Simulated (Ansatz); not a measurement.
**BBrH3OSi (SMILES [SiH3]O[B]Br) (doublet): density, localisation and related maps**

Input

```
crystal:
  periodic: [false, false, false]
  atoms:
    - {symbol: Si, position_ang: [0.147356, 0.893463, -0.014552]}
    - {symbol: O, position_ang: [-0.619925, -0.365439, 0.784822]}
    - {symbol: B, position_ang: [-0.696596, -1.669645, 0.627005]}
    - {symbol: Br, position_ang: [0.183360, -2.661939, -0.781144]}
    - {symbol: H, position_ang: [-0.341588, 0.946544, -1.410838]}
    - {symbol: H, position_ang: [-0.221322, 2.120332, 0.722856]}
    - {symbol: H, position_ang: [1.610014, 0.668684, 0.026051]}
basis:
  gaussian: {orbitals: def2-TZVPP}
magnetization: {spin_polarized: true, initial_magnetization: 1}
hamiltonian: {xc: pbe0, dispersion: d4}
output: {orbitals: {seedname: orbitals}}
```

Command:

```sh
ansatz run in.yaml --threads 4 --pin off --events-out ev --progress --plain --max-ram 10444MiB
```

Geometry: PBE0-D4/def2-TZVP.

Method: Ansatz 0.2.0, UKS PBE0-D4/def2-TZVPP.

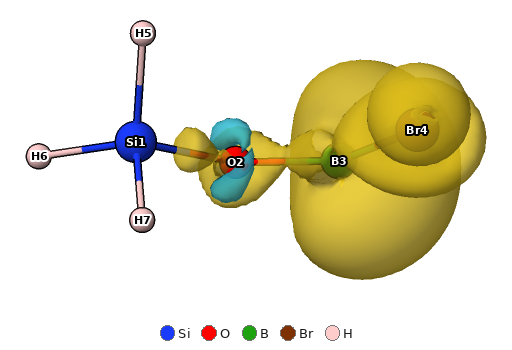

Figure 1. Isosurfaces of the spin density at +0.02 (yellow) and −0.02 e/Å³ (cyan), seen from one side.

Q: Describe the spin distribution.

A: The unpaired spin (1 electron) lies mostly on B3 (about 0.8) and Br4 (about 0.2), in electrons by Hirshfeld's partition.

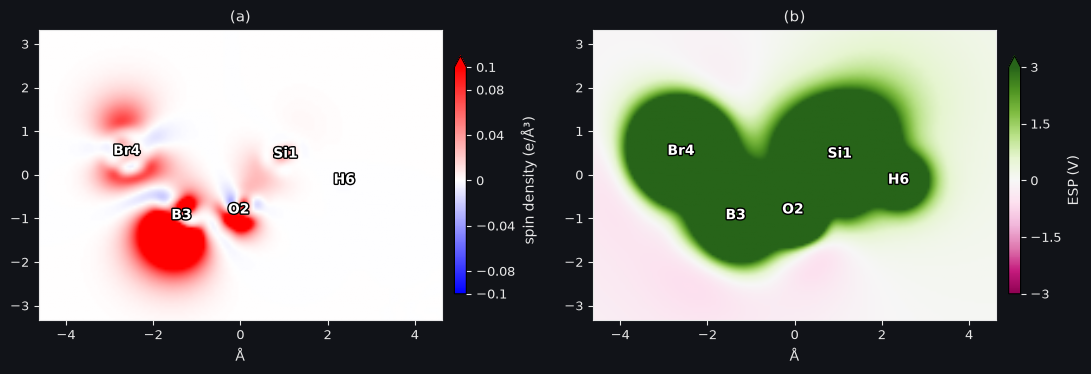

Figure 2. (a) spin density; (b) electrostatic potential on the plane of atoms O2, B3 and Br4.

Q: Describe what can be read from this map.

A: Atoms in the plane: Si, O, B, Br and H.

Outside the dense part of the molecule the potential is most negative (−0.6 V) near B3.

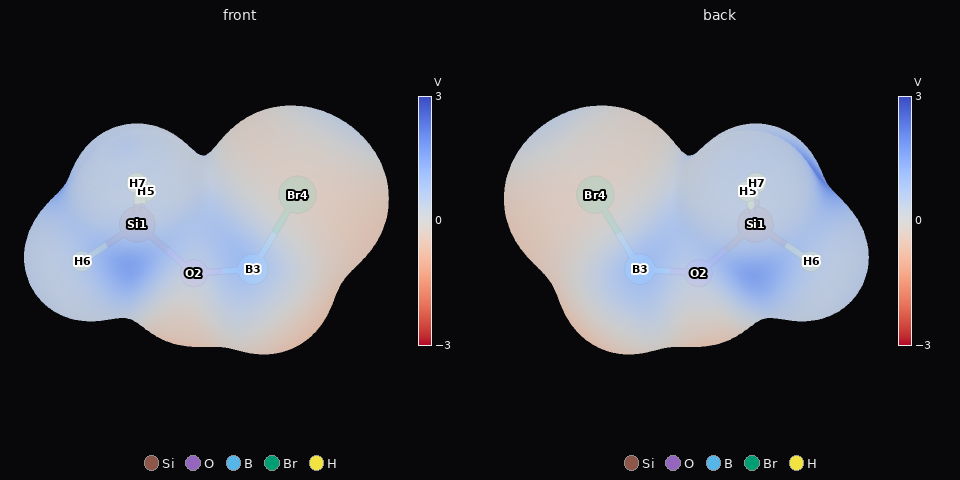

Figure 3. The molecular electrostatic potential painted on the density surface at 0.002 e/bohr³, seen from the front and from behind; red is negative and blue positive.

Q: Where is the surface potential most negative and most positive?

A: The most negative region (about −0.6 V, or −14 kcal/mol for a unit charge) lies over O2 and B3, the most positive (about +2.0 V, or +46 kcal/mol for a unit charge) over Si1. Br4 shows a σ-hole: about +0.4 V, or +9 kcal/mol for a unit charge at the tip opposite its bond, against about −0.2 V on its flanks.
